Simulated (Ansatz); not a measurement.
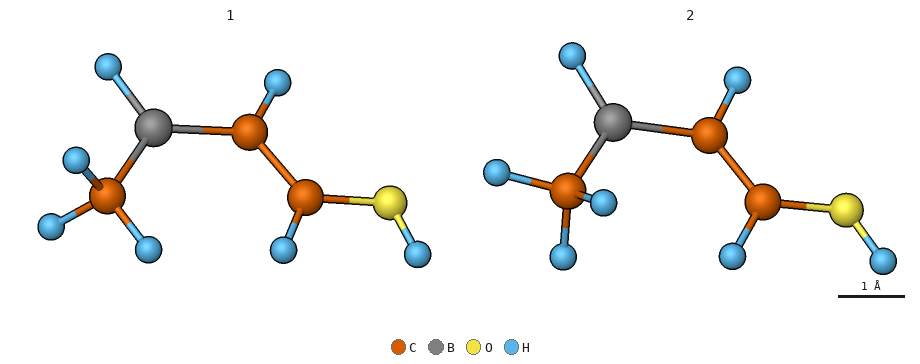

Two geometries of C₃H₇BO (coarse preliminary run), drawn at one scale. One is the start of a relaxation, the other its converged end. A ball-and-stick model, seen at a tilt.

The calculation used RKS PBE-D4/def2-SVP in Ansatz 0.2.0. (force threshold 0.03 eV/Å; at most 200 steps)

### Which of the two is the end point?

Structure 1 is the relaxed one. The start comes from a force field. Over 12 accepted moves (14 points after the start) the energy falls by 47.5 kJ/mol. Largest force component: 3.7 eV/Å at the start, 0.01 eV/Å at the end. The line search rejected the trial steps at points 6, 10 of the run. The forces were under the threshold at step 11, but the run went on from there. The atom that moves furthest after the best rigid fit is an H atom (0.91 Å). Largest moves by element: H 0.91 Å, O 0.15 Å, B 0.14 Å, C 0.11 Å. Near-neighbour distances that change, for instance: C–C 1.315 → 1.362 Å, C–H 1.065 → 1.109 Å, C–H 1.154 → 1.114 Å, B–C 1.542 → 1.578 Å. Among the angles between lasting bonds that change: C–O–H 123.6° → 109.4°, C–C–H 113.7° → 121.1°, B–C–C 128.5° → 122.2°. Groups turn about B–C by about 55°. Cost: 16 s on 4 threads of Arm Neoverse V1, on a shared host.
